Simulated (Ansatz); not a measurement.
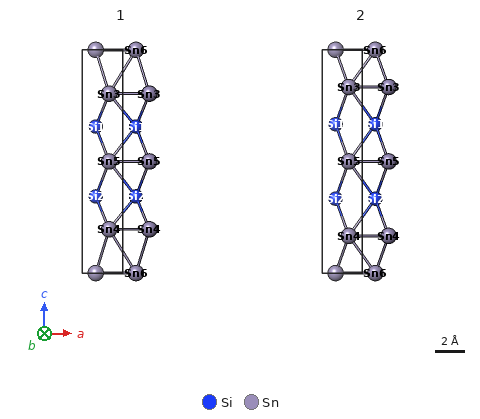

Two geometries of a crystal of SiSn₂ (a generated structure, set up in P-6m2) (coarse preliminary run), drawn at one scale. One is the start of a relaxation, the other its converged end. A ball-and-stick model of the cell of the calculation, repeated 2 × 1 × 1 with one cell outlined, seen along the b axis.

Theory: Ansatz 0.2.0, DFT PBE, scalar-relativistic, plane waves, PAW. Settings: plane-wave cutoff 420 eV; k-point mesh 6 × 6 × 1; occupations gaussian; smearing width 0.1 eV; no spin polarisation; cell and atoms relaxed; force threshold 0.04 eV/Å; at most 70 steps.

> Which of the two is the end point?

Structure 1 is the relaxed one. Over 5 accepted moves (6 points after the start) the energy falls by 88.1 meV per atom. The largest force component goes from 0.98 to 0.019 eV/Å. Pressure: 1.95 GPa at the start and −0.07 GPa at the end. At 1 point the geometry stayed and the basis and grid were re-selected for the new cell (energy shift of 0.1 meV per atom at most each time). The largest moves relative to the cell, 0.46 Å, are those of Sn3 and Sn4. Sn4 goes along +c. By element the largest moves are Sn 0.46 Å, Si 0.16 Å. The volume changes by +2.4 %, with a = b 3.235 → 3.274 Å (+1.2 %), c 15.741 → 15.736 Å (0.0 %). Among the contacts that change: Sn3–Sn6 3.220 → 3.620 Å, Si1–Sn3 3.220 → 2.991 Å, Si1–Sn5 3.220 → 3.105 Å, Sn3–Sn3 3.235 → 3.274 Å. The space group stays P-6m2 (No. 187).
